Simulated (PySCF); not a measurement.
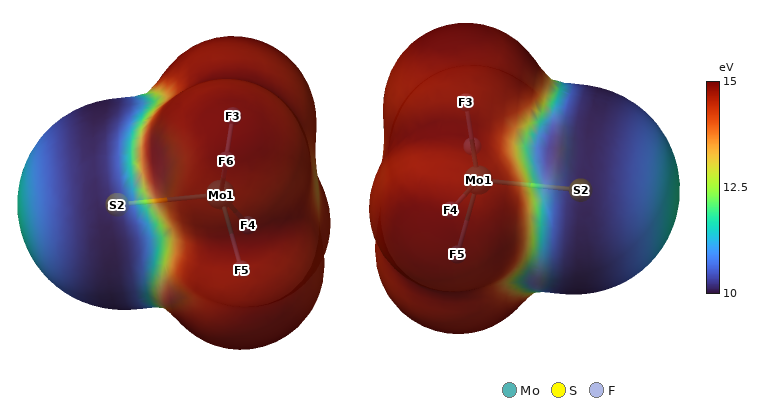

Figure. F4MoS. Average local ionisation energy on the surface of electron density 0.001 a.u. (back view left, front view right).

Method: PBE0/def2-TZVP; geometry: GFN2-xTB; program: PySCF. Core potentials replace the inner electrons of Mo; spin–orbit coupling isn't included. This is a single-reference result, which may miss multireference character in this system. No frequency check shows the geometry to be a minimum. GFN2-xTB bond lengths at metals and heavier atoms can be off by up to 0.1 Å and shapes distorted, which carries into these values.

The calculation's input:

```python
import numpy as np
from pyscf import gto, scf, dft
from pyscf.scf import atom_ks, atom_hf
from scipy.linalg import block_diag

def solve(mol, dm0=None, hcore=None):
    mf = (dft.UKS if mol.spin else dft.RKS)(mol, xc='pbe0')
    mf.grids.level = 3
    mf = mf.density_fit(auxbasis='def2-universal-jkfit')
    mf.conv_tol, mf.max_cycle = 1e-8, 80
    if hcore is not None:
        mf.get_hcore = lambda *args: hcore
    mf.kernel(dm0)
    if not mf.converged:
        mf = mf.newton().run(mf.mo_coeff, mf.mo_occ, max_cycle=30)
    assert mf.converged, 'SCF not converged'
    return mf

mol = gto.M(atom='''
Mo     0.23306    -0.00001     0.00040
S     -1.91575     0.00000    -0.00573
F      0.57772     1.66736     0.43625
F      0.58649     0.43418    -1.66525
F      0.58136    -1.66733    -0.43208
F      0.57258    -0.43415     1.66942
''', basis='def2-tzvp', ecp={'Mo': 'def2-tzvp'}, charge=0, spin=0, verbose=4)
mf = solve(mol)
mf.analyze()
# spherically averaged free atoms, for the promolecule
atom_ks.AtomSphAverageRKS.init_guess_by_vsap = lambda self, mol=None: self.init_guess_by_minao(mol)  # core potentials
atm = atom_ks.get_atm_nrks(mol, xc='pbe0')
pro = block_diag(*[(atm[a[0]][2] * atm[a[0]][3]) @ atm[a[0]][2].T for a in mol._atom])
np.savez('result.npz', e=mf.e_tot, c=mf.mo_coeff, occ=mf.mo_occ, eps=mf.mo_energy, pro=pro, dip=mf.dip_moment(verbose=0), s2=mf.spin_square()[0])
```

Command:

```sh
OMP_NUM_THREADS=1 python input.py
```

The run took 32 s on 1 thread of Arm Neoverse V1 (shared host), peak memory 0.76 GiB.

Partitions, critical points and surface values were worked out afterwards from this run's density.

Where are the most loosely bound electrons on this surface?

Answer. The lowest value is 10.1 eV, 2.2 Å from S2, and at like points elsewhere. Further minima include 13.3 eV, 2.0 Å from Mo1. For comparison, the highest occupied orbital lies at −8.9 eV.
